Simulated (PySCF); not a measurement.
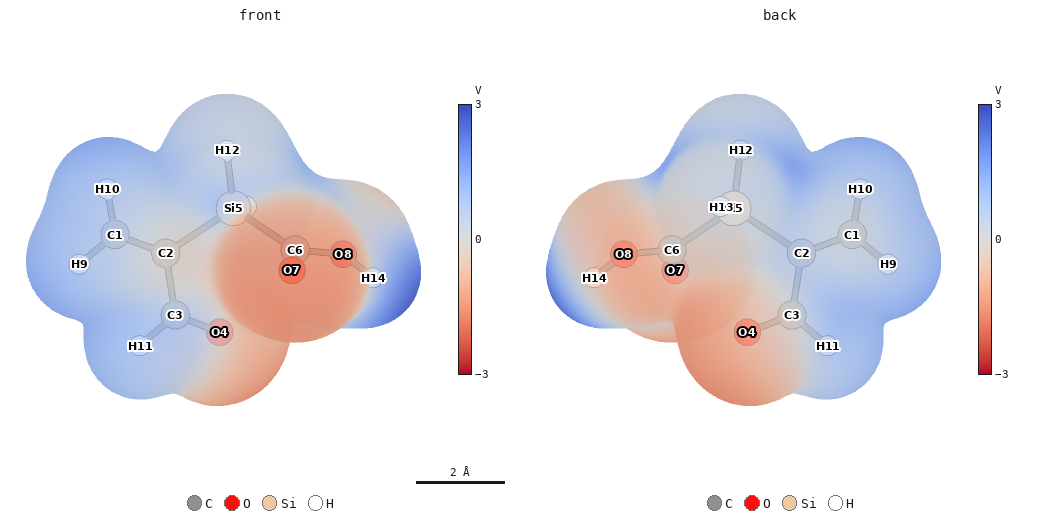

The picture shows: C4H6O3Si (SMILES C=C(C=O)[SiH2]C(=O)O). The electrostatic potential painted on the density surface at 0.002 e/bohr³, seen from the front and from behind; the colour scale runs from red (negative) to blue (positive).

Geometry: GFN2-xTB.

Theory: PySCF 2.14.0, CAM-B3LYP/def2-SVPD, SCF density, gas phase.

Input

```
{"job": {"kind": "uv", "xc": "CAM-B3LYP", "basis": "def2-SVPD", "nstates": 8, "ntriplets": 3}, "charge": 0, "multiplicity": 1}
C      2.293245    -0.326176     0.503322
C      1.130112     0.055632    -0.021038
C      0.840071     1.466958    -0.268393
O     -0.176940     1.822088    -0.812501
Si    -0.343141    -1.035243    -0.511942
C     -1.834494    -0.210176     0.369522
O     -1.829312     0.213598     1.498288
O     -2.910845    -0.138240    -0.414748
H      3.061425     0.387141     0.767343
H      2.520737    -1.363346     0.682337
H      1.600340     2.197067     0.066552
H     -0.131421    -2.376567     0.039287
H     -0.585389    -1.030774    -1.949759
H     -3.635067     0.337564     0.029566
```

Run with:

```sh
OMP_NUM_THREADS=1 python probes_run.py task.json out
```

> Describe the electrostatic potential map.

The most negative region (about −1.7 V, or −39 kcal/mol for a unit charge) lies over O7, the most positive (about +2.5 V, or +58 kcal/mol for a unit charge) over H14. O7 is the likeliest acceptor of a hydrogen bond.
